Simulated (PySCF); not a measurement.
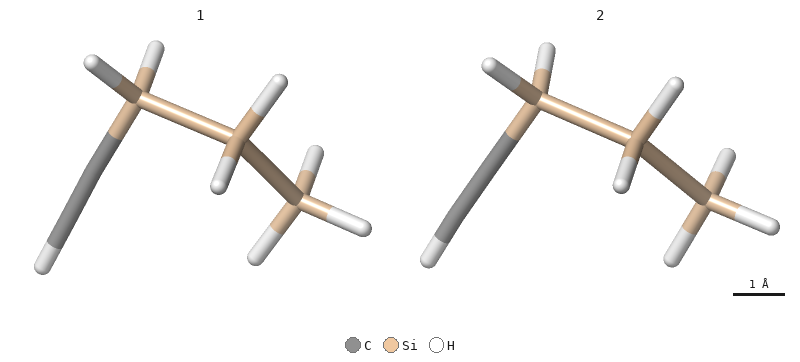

Two geometries of C2H8Si3, drawn at one scale. One is the start of a relaxation, the other its converged end. Style: stick. Shown from a free direction.

The calculation used PBE0-D3(BJ)/def2-SVP geometry optimisation, gas phase in PySCF. 

### Which one is relaxed?

Structure 1 is the relaxed one. The start comes from GFN2-xTB. Its atoms were then displaced at random by about 0.01 Å. The energy falls by 21.5 kJ/mol in 6 geometry steps. An H atom moves most after the best rigid fit: 0.32 Å. Largest moves by element: H 0.32 Å, C 0.25 Å, Si 0.17 Å. Some distances before and after: Si–Si 2.273 → 2.345 Å, H–Si 1.448 → 1.496 Å, H–Si 1.467 → 1.495 Å, C–C 1.193 → 1.217 Å. Bond angles that change, for instance: Si–Si–Si 116.3° → 108.0°, H–Si–H 101.0° → 108.8°, C–Si–H 104.2° → 109.5°.
